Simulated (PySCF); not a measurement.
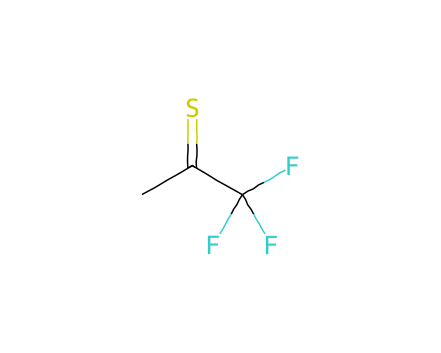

Structural formula above. The computed structure is the end point of a PBE0-D3(BJ)/def2-SVP optimisation. No frequency run is at hand to confirm it as a minimum.

What does the molecule look like in three dimensions?

The molecule is C3H3F3S. SMILES: `CC(=S)C(F)(F)F`. It has no ring. Among its groups: C–F bond. Coordination: 2 C tetrahedral; 1 C trigonal planar.

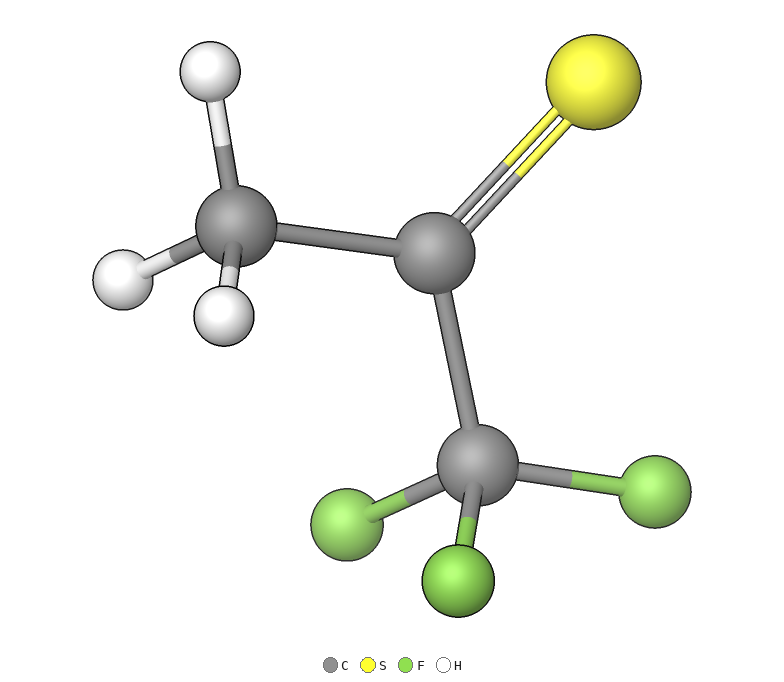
